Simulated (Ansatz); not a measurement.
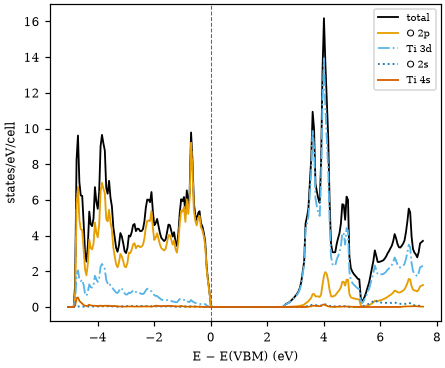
Figure: Total and projected density of states of TiO$_{2}$ (anatase, I4_1/amd), plane-wave PAW r²SCAN (Ansatz code)

Which orbitals carry the states next to the gap?

Top 1 eV of the valence band: O 2p 94 %. Bottom 1 eV of the conduction band: Ti 3d 93 %, O 2p 5 %. Projections are on Löwdin-orthogonalised atomic valence shells; empty p or d shells of many metals are not among them.

Where is the tallest occupied peak in this window, and what makes it?

Near -0.7 eV, about 9.8 states/eV per cell; the largest projected share is O 2p.

The r²SCAN relaxation kept the symmetry of its start; of distortions, only those at the zone centre were tested. The run is not spin-polarised.

Potentials: the later of the program's two PAW sets.
